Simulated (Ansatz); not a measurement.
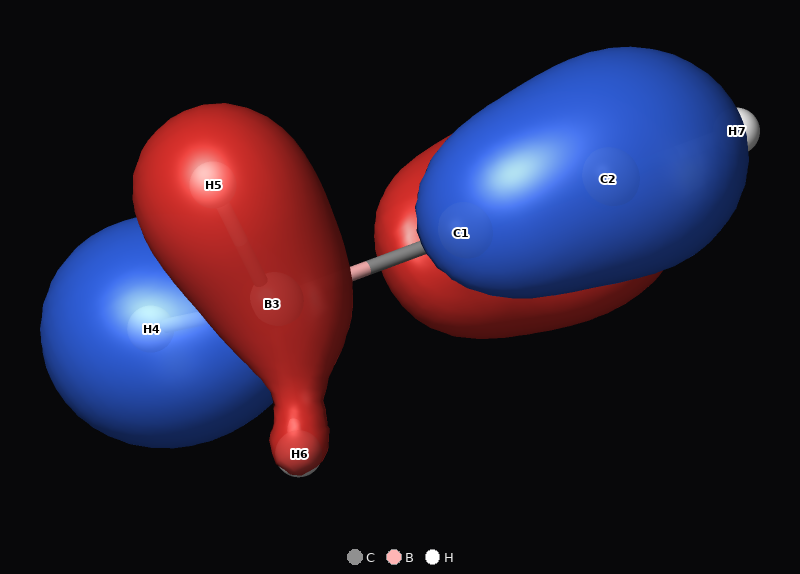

C₂H₄B (charge −1). The HOMO at ±0.15 Å⁻³ᐟ² (blue and red are the two phases), seen at an oblique angle.

Geometry: B3LYP-D3(BJ)/def2-SVPD.

Level of theory: isolated molecule in a Gaussian basis; Kohn-Sham density functional theory, functional PBE0 (Ansatz 0.2.0).

The calculation's input:

```
crystal:
  periodic: [false, false, false]
  atoms:
    - {symbol: C, position_ang: [-0.148227, 0.842689, 1.207330]}
    - {symbol: C, position_ang: [0.774390, 1.051549, 1.990315]}
    - {symbol: B, position_ang: [-1.338558, 0.573191, 0.197137]}
    - {symbol: H, position_ang: [-2.333676, 0.159622, 0.812595]}
    - {symbol: H, position_ang: [-1.001562, -0.278583, -0.640125]}
    - {symbol: H, position_ang: [-1.639665, 1.621350, -0.395136]}
    - {symbol: H, position_ang: [1.579407, 1.233795, 2.673481]}
basis:
  gaussian:
    orbitals: def2-TZVPD
hamiltonian:
  xc: pbe0
total_charge: -1
output: {forces: true, orbitals: {seedname: orbitals}}
```

Run with:

```sh
ansatz run input.yaml --threads 1 --pin off --max-ram 2610MiB --events-out events.jsonl --progress --plain --runs-dir runs
```

Where does this orbital lie, and at what energy?

Answer. By Hirshfeld shares it lies mainly on C2 (about 35 %), C1 (about 20 %), B3 (about 15 %), H4 (about 10 %) and H5 (about 10 %). It is one of a degenerate set, so its orientation is arbitrary. Its energy is −1.81 eV.
